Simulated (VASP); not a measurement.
Band structure of Ta$_{3}$Ge (relaxed from the D03 structure, space group Fm-3m). Calculation: PBEsol GGA, VASP's PBE PAW potentials (set 64) (plane waves; VASP).

Unless said otherwise, spin-orbit coupling is left out, though it shifts the bands of the heavy elements here.

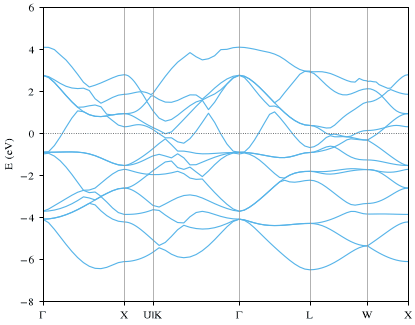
Bands along high-symmetry lines, zero at the valence-band maximum or, without a gap, the Fermi level

**Question.** Read the plot: is there a gap, and where are the band edges?

**Answer.** It has no gap at this level: it comes out as a metal or semimetal. (Edges off the drawn lines would not show.)

The structure was generated: Ta3Ge was put into the D03 type (Fm-3m), which need not be its known phase. It was relaxed first, which changed the volume by -19 %. The electron count is odd and the run is not spin-polarised, which forces a metal.
